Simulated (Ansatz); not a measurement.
# Fields on a plane of NiP (space group Pbca)

```xyz
16
Lattice="4.8027 0.0000 0.0000 0.0000 6.8720 0.0000 0.0000 0.0000 5.9397" Properties=species:S:1:pos:R:3 pbc="T T T"
Ni     4.7325     0.6826     1.8172
Ni     0.0702     6.1895     4.1225
Ni     2.4715     6.1895     4.7870
Ni     2.3312     0.6826     1.1526
Ni     2.3312     2.7534     4.1225
Ni     2.4715     4.1186     1.8172
Ni     0.0702     4.1186     1.1526
Ni     4.7325     2.7534     4.7870
P      3.9600     2.6291     2.6188
P      0.8427     4.2430     3.3209
P      3.2440     4.2430     5.5886
P      1.5587     2.6291     0.3510
P      1.5587     0.8069     3.3209
P      3.2440     6.0651     2.6188
P      0.8427     6.0651     0.3510
P      3.9600     0.8069     5.5886
```

The slice is a (0 -1 1) plane (indices of the conventional cell) through the point (0.175, 0.883, 0.059) (fractional), spanned by u = [100] and v = [011] in vectors of this cell: u (4.80 Å) and v (9.08 Å, at 90° to u). It covers one period; positions are fractions (u, v).

Atoms on it: Ni at (0.81, 0.23), 0.1 Å off the plane; P at (0.00, 0.00). Other atoms lie within 1 Å of the plane.

Method: PBEsol (plane waves to 420 eV, PAW, scalar-relativistic; Ansatz, a program for electronic structure). k mesh 8×6×7. Inside the PAW spheres the values are not all-electron values, and peaks at nuclei hang on which shells count as valence. NiP is run without spin polarisation. NiP was relaxed with its symmetry unable to fall.

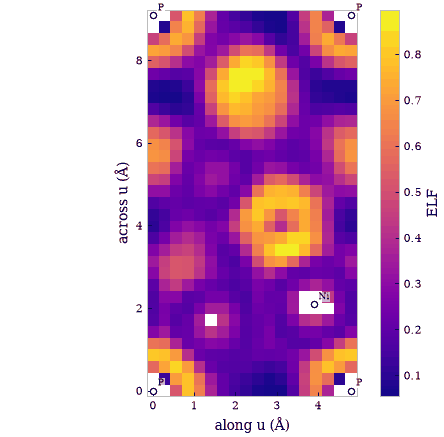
*Electron localisation function (ELF), one period of the plane, atoms marked. Points within 0.4 Å of a nucleus are left white, as the pseudised field means little there.*

```
|23443222211122343|
|44433222222122344|
|43333333332222333|
|33222334433222223|
|22222334443322222|
|11112344444322111|
|11112334444322111|
|11112234443322222|
|22222233333322222|
|33222333332222333|
|33333333322223333|
|33344554322233344|
|33345665333333333|
|33346775433333333|
|22345664444443332|
|22234444444444332|
|12223333444444322|
|12222223344444322|
|22222222334444322|
|22222222233444322|
|22332222233344333|
|33333322223344543|
|33333333223457764|
|33334554333479986|
|43346775433479986|
|33357886433467875|
|33357876433345554|
|33345664332233443|
|44444443222223344|
|44443322221223344|
|23443222111123343|
|02443221111123342|
```
Scale: ten equal steps from -1.55 (start of '0') to 1.65 (end of '9'), in the order '0123456789'. Values: log₁₀ of the valence density in e/Å³. The map has 17 points along u (one character each, u = 0 at the left) and 32 along v (v = 0 in the bottom row). The scale is logarithmic, as a density can span decades between atoms and voids.
